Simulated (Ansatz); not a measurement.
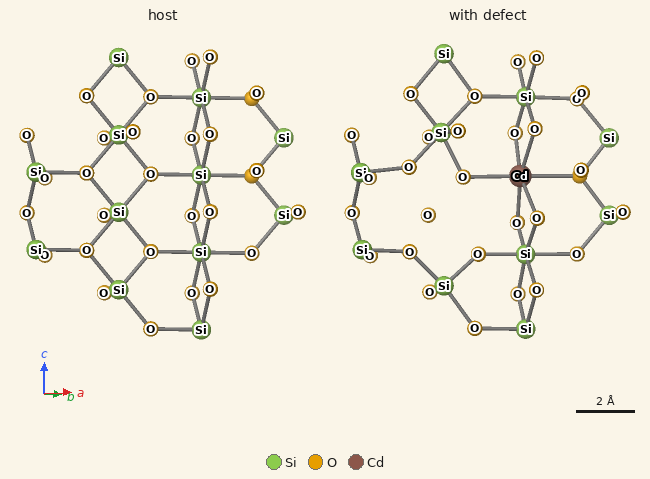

Left: perfect SiO2. Right: the same region with a pair of point defects, after relaxing the atoms in a supercell of 72 sites. The picture is a ball-and-stick view of the atoms within 5.2 Å of one point, in a slice 4.2 Å thick across the line of sight, seen from a free direction.

Theory: Ansatz 0.2.0, DFT, PBEsol, PAW, plane waves. Set-up: plane-wave cutoff 420 eV; k-point mesh 1 × 1 × 1; mesh shifted by (0.25, 0.25, 0.25); collinear spin. Fermi-Dirac smearing of 0.01 eV. The axes drawn are those of the host's conventional cell.

> Which defect is it?

A silicon atom is replaced by cadmium and a silicon atom is taken out (a vacancy), the two sites 3.3 Å apart.

The charge state of the cell is 0.

> How does the lattice respond?

In the host the Si atom has 6 O at 1.77 to 1.81 Å; the Cd atom ends with 6 O at 2.01 to 2.13 Å. Around the empty Si site the host had 6 O at 1.77 to 1.81 Å; after relaxation the nearest atoms are 1 O at 1.42 Å. Of the host's atoms, an oxygen atom moves furthest from its site, by 0.47 Å. The Cd atom itself moves 0.22 Å from where it was put. The cell's net moment is 2.00 μB.

Limits of the set-up: the periodic images lie only 8.0 Å apart, so the values are limited by the cell's size.
